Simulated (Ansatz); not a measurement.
**RPA@PBE/cc-pVDZ run of C2H4FGa (SMILES C=[CH][GaH][F])**

What is the electronic atomisation energy of C2H4FGa at RPA@PBE/cc-pVDZ? 

The results are computed with Ansatz 0.2.0.

67 further runs of the same task are left out: 2 that didn't finish, 65 set aside as unsound or not needed.

## 1. The structure to begin with

The species is C2H4FGa (8 atoms), meant as a singlet with charge 0. SMILES: `C=[CH][GaH][F]`. The shape is that of a PBE0-D4/def2-TZVP optimisation. This is one conformer, not always the lowest.

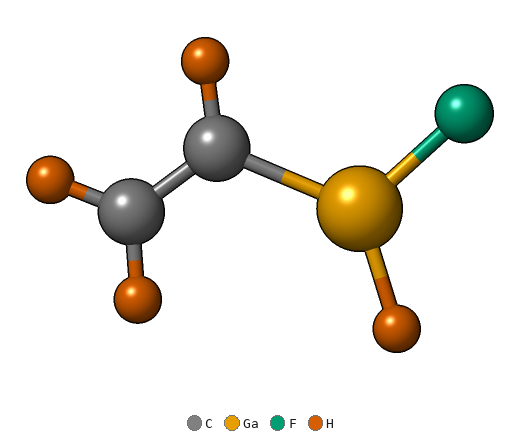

The structure, seen from a chosen angle (carbon grey, gallium amber, fluorine teal, hydrogen orange).

## 2. A single-point energy at RPA@PBE/cc-pVDZ

run.yaml reads:

```yaml
basis:
  gaussian:
    orbitals: cc-pVDZ
crystal:
  periodic: [false, false, false]
  atoms:
    - symbol: C
      position_ang: [-0.837100, 1.175400, 0.060900]
    - symbol: C
      position_ang: [0.342600, 0.569500, -0.065000]
    - symbol: Ga
      position_ang: [0.481700, -1.360200, -0.007600]
    - symbol: F
      position_ang: [2.110500, -2.006100, -0.199600]
    - symbol: H
      position_ang: [-1.762100, 0.620500, 0.200100]
    - symbol: H
      position_ang: [-0.941100, 2.257800, 0.031600]
    - symbol: H
      position_ang: [1.232300, 1.179600, -0.202300]
    - symbol: H
      position_ang: [-0.626900, -2.436700, 0.182000]
hamiltonian:
  xc: pbe
correlation:
  method: rpa
  frozen_orbitals: {C: 1, F: 1, Ga: 9, H: 0}
accuracy: high
```

The run is started by

```bash
$ ansatz run run.yaml --threads 1 --pin off --max-ram 3480MiB --events-out events.jsonl --progress --plain --runs-dir runs
```

Standard output:

```text
Warning: RAYON_NUM_THREADS=1 ignored (pool sized by the plan → 1); use --threads N
Functional definition: PBE
  name "PBE"
  parameter kappa = 0.804
  parameter beta = 0.06672455060314922
  exchange = pbe_x(kappa = kappa, mu = beta*pi^2/3)
  correlation = pbe_c(beta = beta)
2037 factors; integrals over basis functions are off by at most 4.6e-9 eV
mean field evaluation 1: about -57210.7306 eV, gradient 6.2e1 eV
mean field evaluation 2: about -57210.7164 eV, gradient 6.2e1 eV
mean field evaluation 4: about -57219.3305 eV, gradient 1.5e1 eV
mean field evaluation 8: about -57219.9351 eV, gradient 2.7e-1 eV
mean field evaluation 16: about -57219.9352 eV, gradient 7.5e-5 eV
mean field -57219.93515492 eV, -2102.7938318784 hartree, gradient 4.8e-8 eV, S^2 0.000000; 0 other end points of the search recorded, 0 dependent functions left out
12 core orbitals not correlated: weight in the atoms' cores, before any rotation towards them, 1.000 or more for the frozen orbitals, at most 0.000 for the correlated occupied ones
reference -57162.70867401 eV, -2100.6907974944 hartree; 16, 16 occupied and 61, 61 virtual orbitals, 2037 factors
Total energy: -57186.50008019 eV, -2101.5651155451 hartree
```

Wall time 15 s (1 thread of Arm Neoverse V1, shared host); peak memory 0.33 GiB.

## 3. The C atom, same level

job.yaml reads:

```yaml
basis:
  gaussian: {orbitals: cc-pVDZ}
crystal:
  periodic: [false, false, false]
  atoms:
    - {symbol: C, position_ang: [0.000000, 0.000000, 0.000000]}
magnetization: {spin_polarized: true, initial_magnetization: 2}
hamiltonian: {xc: pbe}
accuracy: high
correlation: {method: rpa, frozen_orbitals: {C: 1}}
```

Run the same way, it converges to -37.81749 Eh (log not shown).

## 4. The F atom, same level

job.yaml reads:

```yaml
crystal:
  periodic: [false, false, false]
  atoms:
    - {symbol: F, position_ang: [0.000000, 0.000000, 0.000000]}
basis:
  gaussian:
    orbitals: cc-pVDZ
accuracy: high
correlation:
  method: rpa
  frozen_orbitals: {F: 1}
magnetization:
  spin_polarized: true
  initial_magnetization: 1
hamiltonian:
  xc: pbe
```

Run the same way, it converges to -99.60920 Eh (log not shown).

## 5. The Ga atom

run.yaml reads:

```yaml
crystal:
  periodic: [false, false, false]
  atoms:
    - {symbol: Ga, position_ang: [0.000000, 0.000000, 0.000000]}
basis:
  gaussian: {orbitals: cc-pVDZ}
magnetization: {spin_polarized: true, initial_magnetization: 1}
hamiltonian: {xc: pbe}
correlation: {method: rpa, frozen_orbitals: {Ga: 9}}
accuracy: high
```

The run is started by

```bash
$ ansatz run run.yaml --threads 1 --pin off --max-ram 3480MiB --events-out events.jsonl --progress --plain --runs-dir runs
```

Standard output (excerpt; [...] marks lines left out):

```text
Warning: RAYON_NUM_THREADS=1 ignored (pool sized by the plan → 1); use --threads N
[... 2 set-up lines as earlier in the session ...]
[...]
255 factors; integrals over basis functions are off by at most 4.4e-9 eV
[...]
mean field -52367.88589740 eV, -1924.4843105015 hartree, gradient 5.5e-8 eV, S^2 0.752075; 4 other end points of the search recorded, 0 dependent functions left out
9 core orbitals not correlated: weight in the atoms' cores, before any rotation towards them, 1.000 or more for the frozen orbitals, at most 0.000 for the correlated occupied ones
reference -52332.33256818 eV, -1923.1777497516 hartree; 7, 6 occupied and 11, 12 virtual orbitals, 255 factors
Total energy: -52335.42419380 eV, -1923.2913648974 hartree
```

It took 3.3 s on 1 thread of Arm Neoverse V1, shared host; peak memory 0.098 GiB.

## 6. The H atom

input.yaml reads:

```yaml
crystal:
  periodic: [false, false, false]
  atoms:
    - {symbol: H, position_ang: [0.000000, 0.000000, 0.000000]}
basis:
  gaussian:
    orbitals: cc-pVDZ
magnetization:
  spin_polarized: true
  initial_magnetization: 1
hamiltonian:
  xc: {name: PBE}
correlation:
  method: rpa
  frozen_orbitals: {H: 0}
accuracy: high
```

Run the same way, it converges to -0.51276 Eh (log not shown).

## 7. Outcome

Level: RPA@PBE/cc-pVDZ, 12 core orbitals frozen.

```
                                  quantity           value
                    molecule: total energy  -2101.56512 Eh
molecule: RPA correlation energy (valence)      -874.3 mEh
                      C atom: total energy    -37.81749 Eh
  C atom: RPA correlation energy (valence)      -133.1 mEh
 C atom: ⟨S²⟩ of the reference determinant           2.002
                      F atom: total energy    -99.60920 Eh
  F atom: RPA correlation energy (valence)      -235.6 mEh
 F atom: ⟨S²⟩ of the reference determinant           0.751
                     Ga atom: total energy  -1923.29136 Eh
 Ga atom: RPA correlation energy (valence)      -113.6 mEh
Ga atom: ⟨S²⟩ of the reference determinant           0.752
                      H atom: total energy     -0.51276 Eh
            H atom: RPA correlation energy       -13.5 mEh
 H atom: ⟨S²⟩ of the reference determinant           0.750
             electronic atomisation energy       26.627 eV
```

Taking the molecule apart into free atoms costs 26.63 eV (2569 kJ/mol), before zero-point energy and without spin-orbit coupling.
